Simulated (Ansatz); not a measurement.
**Run report: Si₅₀H₅₂, geometry relaxation (part 4 of 4)**

Si₅₀H₅₂ (Si50H52 off sphere); RKS PBE-D4/def2-SVP (Ansatz 0.2.0). 

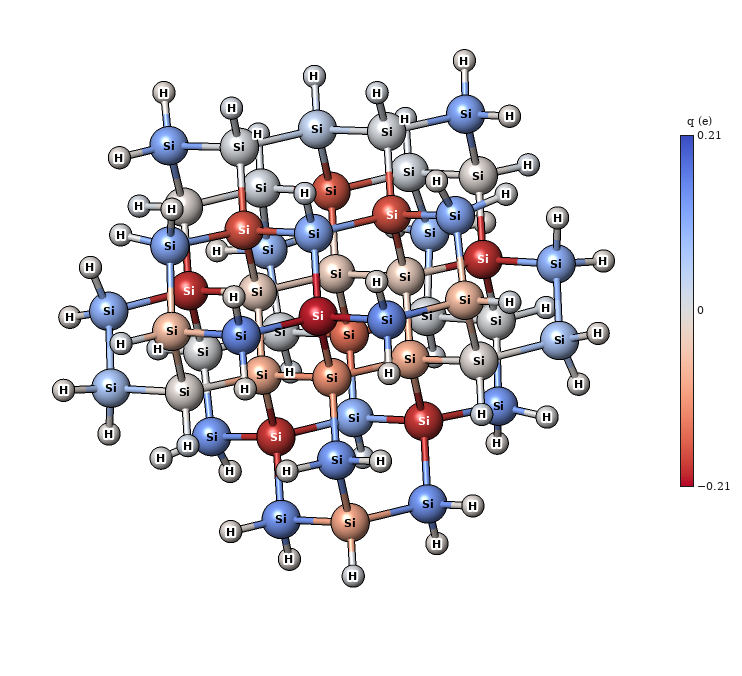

Figure 1. Mulliken charges, as the colour of each atom (ball-and-stick view, seen at a tilt). By element: Si −0.20 to +0.14 and H −0.01 to +0.02 e.
